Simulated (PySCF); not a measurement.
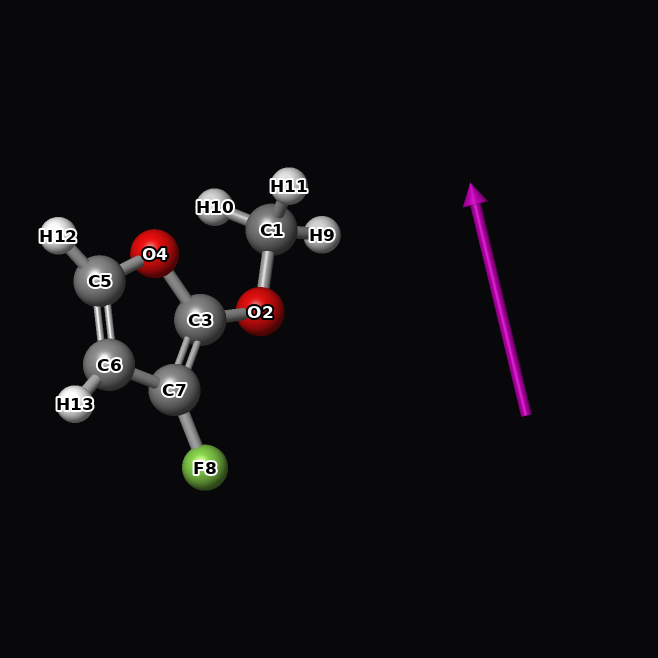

The arrow beside the molecule shows the direction of the dipole moment, from the negative to the positive end (its length means nothing). The geometry was computed by an optimisation with GFN2-xTB. No frequency run is at hand to confirm it as a minimum. Properties computed with B3LYP/def2-SVPD, gas phase (PySCF 2.14.0).

> How large is the dipole moment?

2.48 D; it points from the side of F8 to the side of H10, H11, H12 (the outermost atoms at the two ends).
